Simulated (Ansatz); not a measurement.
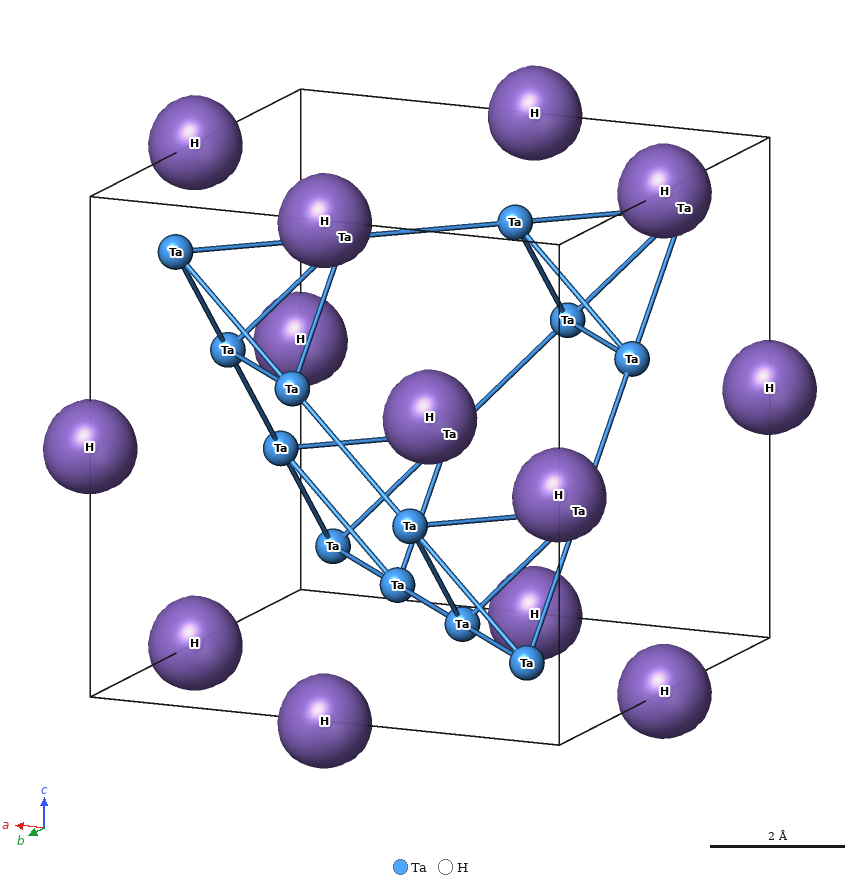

*Ta4H. Isosurface of the electron localisation function at 0.8 (purple), seen at an oblique angle. Core shells and regions of very low density are left out. Sticks mark near contacts.*

Space group F-43m; a structure generated by program, which may or may not match a known phase; computed without spin polarisation.

Theory: DFT PBE, scalar-relativistic, plane waves, PAW (Ansatz).

```xyz
20
Lattice="7.7138 0.0000 0.0000 0.0000 0.0000 -7.7138 0.0000 7.7138 0.0000" Properties=species:S:1:pos:R:3 pbc="T T T"
Ta    2.8891    0.9678   -4.8247
Ta    6.7461    4.8247   -4.8247
Ta    6.7461    0.9678   -0.9678
Ta    2.8891    4.8247   -0.9678
Ta    0.9678    0.9678   -6.7461
Ta    4.8247    4.8247   -6.7461
Ta    4.8247    0.9678   -2.8891
Ta    0.9678    4.8247   -2.8891
Ta    0.9678    2.8891   -4.8247
Ta    4.8247    6.7461   -4.8247
Ta    4.8247    2.8891   -0.9678
Ta    0.9678    6.7461   -0.9678
Ta    2.8891    2.8891   -6.7461
Ta    6.7461    6.7461   -6.7461
Ta    6.7461    2.8891   -2.8891
Ta    2.8891    6.7461   -2.8891
H     0.0000    0.0000   -3.8569
H     3.8569    3.8569   -3.8569
H     3.8569    0.0000    0.0000
H     0.0000    3.8569    0.0000
```

Where are the electrons localised?

Answer. The surface consists of four regions around hydrogen nuclei, counted in one cell of 20 atoms. Regions shared between cells count once.

Values along the shortest contacts:
Ta–Ta (2.72 Å): the ELF is about 0.35 at the midpoint. Ta–H (3.20 Å): the ELF climbs to about 1 towards the hydrogen.
